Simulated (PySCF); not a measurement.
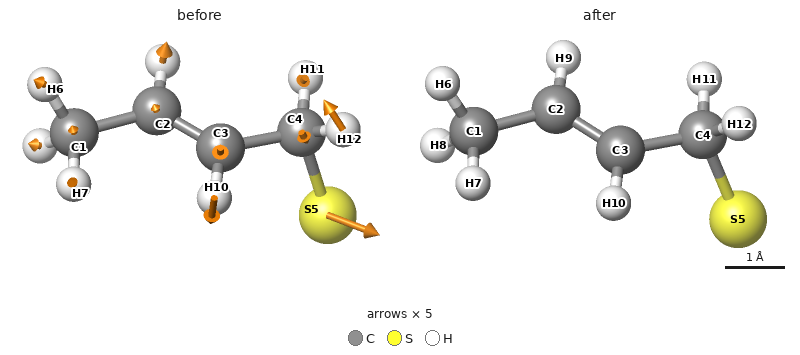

The structure of C4H7S (charge −1) before (left) and after (right) a relaxation, at one scale. The orange arrows give the displacements, magnified 5 times.

Style: ball-and-stick. Shown at a tilt.

The start comes from GFN2-xTB.

Theory: PySCF 2.14.0, density-fitted response routines, PBE0-D3(BJ)/def2-SVP geometry optimisation, gas phase. 

> Describe what moved and what it gained.

Over 5 geometry steps the energy falls by 0.085 eV. Largest force component: 0.97 eV/Å at the start, 0.022 eV/Å at the end. S5 moves most after the best rigid fit: 0.21 Å. Largest moves by element: S 0.21 Å, H 0.15 Å, C 0.08 Å. Near-neighbour distances that change, for instance: C2–H9 1.084 → 1.099 Å, C1–H7 1.089 → 1.102 Å, C2–C3 1.330 → 1.344 Å, C4–H11 1.097 → 1.110 Å. Among the angles between lasting bonds that change: S5–C4–H11 109.6° → 113.2°, H11–C4–H12 109.1° → 105.7°, C3–C4–S5 105.7° → 108.6°.

Limits of the set-up: the basis has no diffuse functions, which an anion needs.
